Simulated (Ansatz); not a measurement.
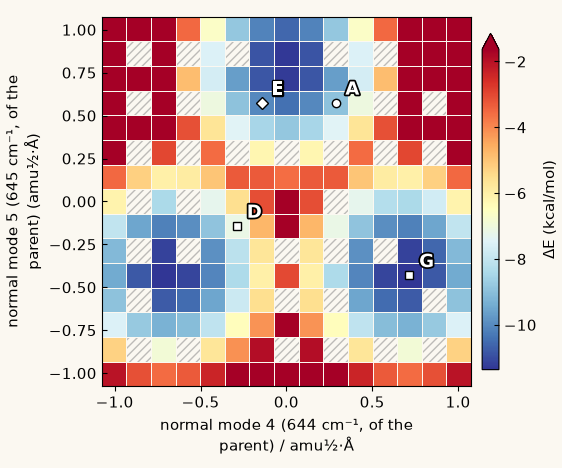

H₄In, spin multiplicity 2. The first coordinate is: normal mode 4 (644 cm⁻¹, of the parent); the second: normal mode 5 (645 cm⁻¹, of the parent). Nothing is relaxed (straight displacements along the two mass-weighted modes). The scan uses a 15 × 15 grid; 105 points were computed and 86 follow by symmetry. At 34 points there is no value. Points are written as (first, second). Energies are in kcal/mol, from the ion of charge +0 at the geometry of the relaxed parent of charge -1. Energies and slopes of some neighbouring points disagree (a jump in structure or state, or too coarse a mesh). Near the degeneracy a single determinant is a rough description. Level of theory: Ansatz 0.2.0, UKS B3LYP-D4/def2-TZVPD.

Drawn: one coloured cell a grid point, one colour for all values above the top of the scale, hatched blanks where no value was computed, lettered points.

Q: Rank the lettered points by energy, lowest first.

A: G (−11.4 kcal/mol), E (−10.1 kcal/mol), A (−8.9 kcal/mol), D (−7.2 kcal/mol).
